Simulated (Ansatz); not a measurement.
## Nudged elastic band, with input and output: C2H8BBrSSi (part 2 of 2)

The same run, continued: C2H8BBrSSi, SMILES BC(C)(Br)[SiH2]S; RHF/def2-SVP (Ansatz 0.2.0). It belongs to a series of runs on one base structure; here: band between the two ends.

Geometry of the input (Å):
```
B  -0.4240  -1.5815  -1.0403
C  -0.0898  -0.4273  -0.0108
C  0.8797  -0.7495  1.1162
Br -2.0023  -0.6000  0.6888
Si 0.0558  1.3213  -0.7525
S  0.0601  2.8779  0.7345
H  -0.1737  -2.7165  -0.7492
H  -0.9000  -1.3203  -2.1080
H  1.8945  -0.7458  0.7071
H  0.6916  -1.7377  1.5344
H  0.8413  -0.0128  1.9176
H  1.3843  1.4188  -1.3977
H  -1.0223  1.5231  -1.7356
H  -1.2084  2.7211  1.1246
```

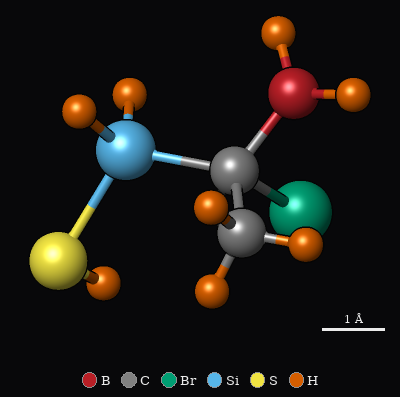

**Figure 1.** The input geometry (ball-and-stick view, seen at a tilt).

```
Total energy: -91521.72207846 eV, -3363.3612507320 hartree
Atom 0 at    -0.313732    -1.582617    -1.055371 Å, force     0.005776    -0.009056    -0.002521 eV/Å
Atom 1 at    -0.244190    -0.432209     0.040622 Å, force    -0.007156     0.003743     0.002827 eV/Å
Atom 2 at     0.870449    -0.762489     1.045875 Å, force    -0.001003    -0.001297    -0.006501 eV/Å
Atom 3 at    -2.001652    -0.455788     0.997879 Å, force     0.000932    -0.000027    -0.005615 eV/Å
Atom 4 at    -0.070763     1.301179    -0.735416 Å, force     0.010165    -0.001071     0.000654 eV/Å
Atom 5 at     0.040059     2.888228     0.712733 Å, force     0.003619    -0.001685    -0.004629 eV/Å
Atom 6 at    -0.770140    -2.653303    -0.779307 Å, force     0.006787     0.000946     0.003176 eV/Å
Atom 7 at     0.154564    -1.403979    -2.147717 Å, force    -0.011016     0.004610    -0.000537 eV/Å
Atom 8 at     1.836965    -0.777691     0.533256 Å, force     0.003776    -0.000091     0.003813 eV/Å
Atom 9 at     0.714740    -1.738447     1.506621 Å, force    -0.001362    -0.001077     0.001478 eV/Å
Atom 10 at     0.923373    -0.013786     1.835440 Å, force    -0.000413     0.001176     0.002722 eV/Å
Atom 11 at     1.226139     1.356718    -1.445229 Å, force    -0.000133    -0.002568    -0.002604 eV/Å
Atom 12 at    -1.184786     1.506216    -1.681934 Å, force    -0.002317     0.002733     0.000734 eV/Å
Atom 13 at    -1.194025     2.738868     1.201349 Å, force    -0.007655     0.003663     0.007004 eV/Å
Dipole moment:     0.187894    -0.235419    -0.144058 e Å
this run last wrote the band of iteration 13 to [file]
```

### The last band as extended XYZ (Å, eV, eV/Å)
```
14
Properties=species:S:1:pos:R:3:forces:R:3 image=0 energy=-91521.88497
B    -0.4240   -1.5815   -1.0403    0.0059  -0.0024  -0.0080
C    -0.0898   -0.4273   -0.0108    0.0009  -0.0026   0.0029
C     0.8797   -0.7495    1.1162   -0.0026   0.0009   0.0015
Br   -2.0023   -0.6000    0.6888    0.0040   0.0006  -0.0008
Si    0.0558    1.3213   -0.7525   -0.0015   0.0003   0.0036
S     0.0601    2.8779    0.7345    0.0011   0.0052   0.0013
H    -0.1737   -2.7165   -0.7492   -0.0050  -0.0010   0.0012
H    -0.9000   -1.3203   -2.1080   -0.0027  -0.0014   0.0013
H     1.8945   -0.7458    0.7071    0.0016   0.0007  -0.0005
H     0.6916   -1.7377    1.5344    0.0002   0.0001  -0.0012
H     0.8413   -0.0128    1.9176   -0.0019   0.0000   0.0013
H     1.3843    1.4188   -1.3977   -0.0005   0.0012  -0.0010
H    -1.0223    1.5231   -1.7356   -0.0001  -0.0016  -0.0016
H    -1.2084    2.7211    1.1246    0.0005  -0.0001   0.0000
14
Properties=species:S:1:pos:R:3:forces:R:3 image=1 energy=-91521.78857
B    -0.3534   -1.5799   -1.0622   -0.0049  -0.0026  -0.0059
C    -0.1644   -0.4307    0.0226    0.0186   0.0036  -0.0027
C     0.8699   -0.7569    1.0959   -0.0012   0.0006   0.0129
Br   -2.0145   -0.5163    0.8257   -0.0039  -0.0174  -0.0457
Si   -0.0149    1.3084   -0.7420    0.0190   0.0018  -0.0032
S     0.0663    2.8877    0.7188    0.0031  -0.0028   0.0009
H    -0.4502   -2.7167   -0.7007    0.0854  -0.0156   0.0206
H    -0.3653   -1.3296   -2.2352   -0.1381   0.0206  -0.0217
H     1.8612   -0.7729    0.6319    0.0062   0.0025   0.0278
H     0.6909   -1.7369    1.5378   -0.0057   0.0007   0.0089
H     0.8859   -0.0098    1.8883   -0.0106   0.0007   0.0138
H     1.2840    1.3831   -1.4471    0.0146   0.0055  -0.0025
H    -1.1304    1.5071   -1.6859    0.0129   0.0011   0.0000
H    -1.1781    2.7342    1.1809    0.0045   0.0013  -0.0033
14
Properties=species:S:1:pos:R:3:forces:R:3 image=2 energy=-91521.72208
B    -0.3137   -1.5826   -1.0554    0.0058  -0.0091  -0.0025
C    -0.2442   -0.4322    0.0406   -0.0072   0.0037   0.0028
C     0.8704   -0.7625    1.0459   -0.0010  -0.0013  -0.0065
Br   -2.0017   -0.4558    0.9979    0.0009   0.0000  -0.0056
Si   -0.0708    1.3012   -0.7354    0.0102  -0.0011   0.0007
S     0.0401    2.8882    0.7127    0.0036  -0.0017  -0.0046
H    -0.7701   -2.6533   -0.7793    0.0068   0.0009   0.0032
H     0.1546   -1.4040   -2.1477   -0.0110   0.0046  -0.0005
H     1.8370   -0.7777    0.5333    0.0038  -0.0001   0.0038
H     0.7147   -1.7384    1.5066   -0.0014  -0.0011   0.0015
H     0.9234   -0.0138    1.8354   -0.0004   0.0012   0.0027
H     1.2261    1.3567   -1.4452   -0.0001  -0.0026  -0.0026
H    -1.1848    1.5062   -1.6819   -0.0023   0.0027   0.0007
H    -1.1940    2.7389    1.2013   -0.0077   0.0037   0.0070
14
Properties=species:S:1:pos:R:3:forces:R:3 image=3 energy=-91521.73774
B    -0.3011   -1.5866   -1.0456   -0.0073   0.0012   0.0018
C    -0.2701   -0.4501    0.0516    0.0016  -0.0064   0.0085
C     0.8906   -0.7491    1.0228   -0.0024   0.0046  -0.0002
Br   -1.9777   -0.4409    1.0896    0.0062   0.0009   0.0016
Si   -0.1103    1.2845   -0.7391   -0.0149  -0.0020   0.0038
S     0.0180    2.8696    0.7070    0.0136   0.0088   0.0007
H    -1.0945   -2.4789   -1.0294   -0.0193   0.0054  -0.0154
H     0.5451   -1.5610   -1.8984    0.0266  -0.0068   0.0098
H     1.8393   -0.7518    0.4801    0.0006   0.0009  -0.0027
H     0.7686   -1.7220    1.5012    0.0021   0.0012  -0.0016
H     0.9487    0.0060    1.8054    0.0019   0.0009  -0.0011
H     1.1746    1.3428   -1.4685   -0.0028   0.0034   0.0005
H    -1.2386    1.4868   -1.6697   -0.0034  -0.0027   0.0007
H    -1.2056    2.7215    1.2218   -0.0024  -0.0095  -0.0065
14
Properties=species:S:1:pos:R:3:forces:R:3 image=4 energy=-91521.76402
B    -0.3094   -1.5700   -1.0657    0.0020  -0.0201  -0.0301
C    -0.2531   -0.4830    0.0702   -0.0133   0.0217   0.0137
C     0.8959   -0.7355    1.0618    0.0038  -0.0047  -0.0169
Br   -1.9741   -0.4449    1.0913    0.0059  -0.0038  -0.0005
Si   -0.1067    1.2536   -0.7463    0.0121  -0.0091   0.0041
S     0.0261    2.8441    0.6904    0.0053  -0.0047  -0.0075
H    -1.3167   -2.1193   -1.3981    0.0047   0.0263  -0.0113
H     0.7190   -1.8144   -1.6382   -0.0065  -0.0141   0.0186
H     1.8465   -0.7423    0.5239    0.0064   0.0034   0.0051
H     0.7827   -1.6996    1.5588    0.0033  -0.0008   0.0094
H     0.9390    0.0366    1.8275    0.0036   0.0079   0.0117
H     1.1732    1.3139   -1.4847   -0.0058  -0.0035  -0.0044
H    -1.2405    1.4421   -1.6709   -0.0100   0.0002  -0.0010
H    -1.1948    2.6896    1.2087   -0.0115   0.0013   0.0090
14
Properties=species:S:1:pos:R:3:forces:R:3 image=5 energy=-91521.77841
B    -0.3279   -1.5613   -1.0813   -0.0053  -0.0169   0.0005
C    -0.2260   -0.4787    0.0619    0.0046   0.0192   0.0024
C     0.8666   -0.7477    1.1029   -0.0014  -0.0012   0.0044
Br   -2.0000   -0.4414    0.9973   -0.0025  -0.0020  -0.0026
Si   -0.0507    1.2567   -0.7498   -0.0165  -0.0086   0.0067
S     0.0516    2.8465    0.6906    0.0154   0.0016   0.0011
H    -1.3259   -1.6889   -1.7261    0.0032   0.0111  -0.0123
H     0.6407   -2.2182   -1.3469    0.0081  -0.0057   0.0097
H     1.8389   -0.7711    0.6047   -0.0011   0.0014   0.0000
H     0.7184   -1.7114    1.5911    0.0000   0.0020  -0.0012
H     0.8950    0.0226    1.8721    0.0015  -0.0014  -0.0032
H     1.2502    1.3059   -1.4530    0.0004   0.0033  -0.0081
H    -1.1567    1.4530   -1.7045   -0.0040   0.0020   0.0041
H    -1.1873    2.7049    1.1698   -0.0026  -0.0047  -0.0015
14
Properties=species:S:1:pos:R:3:forces:R:3 image=6 energy=-91521.81779
B    -0.3541   -1.5743   -1.0713    0.0006  -0.0289  -0.0031
C    -0.1752   -0.4455    0.0269    0.0112   0.0096   0.0015
C     0.8499   -0.7489    1.1173    0.0032   0.0011   0.0027
Br   -2.0170   -0.5213    0.8477    0.0089  -0.0196  -0.0133
Si   -0.0009    1.2903   -0.7499   -0.0094   0.0097   0.0031
S     0.0858    2.8686    0.7079    0.0053   0.0081   0.0017
H    -1.1335   -1.4265   -1.9663    0.0236   0.0415  -0.0389
H     0.3196   -2.5652   -1.0261   -0.0495  -0.0469   0.0517
H     1.8465   -0.7754    0.6682    0.0087   0.0086  -0.0016
H     0.6650   -1.7214    1.5737    0.0094   0.0012  -0.0060
H     0.8520    0.0069    1.9013    0.0065   0.0012   0.0005
H     1.3120    1.3390   -1.4329   -0.0043   0.0147  -0.0048
H    -1.0936    1.5031   -1.7150   -0.0075   0.0036   0.0039
H    -1.1695    2.7416    1.1475   -0.0066  -0.0040   0.0027
14
Properties=species:S:1:pos:R:3:forces:R:3 image=7 energy=-91521.88486
B    -0.4192   -1.5821   -1.0420    0.0012   0.0047  -0.0177
C    -0.0939   -0.4276   -0.0093    0.0104  -0.0107   0.0013
C     0.8757   -0.7483    1.1185    0.0053  -0.0101  -0.0035
Br   -2.0045   -0.6041    0.6881   -0.0107  -0.0019   0.0023
Si    0.0505    1.3198   -0.7532    0.0160   0.0002   0.0009
S     0.0709    2.8798    0.7300   -0.0181   0.0015   0.0069
H    -0.8914   -1.3208   -2.1118   -0.0038  -0.0008   0.0083
H    -0.1674   -2.7173   -0.7531   -0.0029   0.0021   0.0080
H     1.8916   -0.7362    0.7115   -0.0085   0.0026   0.0066
H     0.6931   -1.7401    1.5311    0.0007   0.0054  -0.0008
H     0.8303   -0.0164    1.9239    0.0004   0.0036  -0.0043
H     1.3767    1.4117   -1.4036    0.0017   0.0038  -0.0064
H    -1.0302    1.5227   -1.7332   -0.0030  -0.0004   0.0039
H    -1.1952    2.7296    1.1319    0.0114  -0.0002  -0.0054
```

### Summary

| quantity | value |
| --- | --- |
| outcome | converged |
| barrier, forward | 0.163 eV |
| barrier, backward | 0.163 eV |
| wall time | 3.5 min (CPU time 6.7 min) |
| peak memory | 0.51 GiB |

### Notes

The order of the saddle point was not checked.
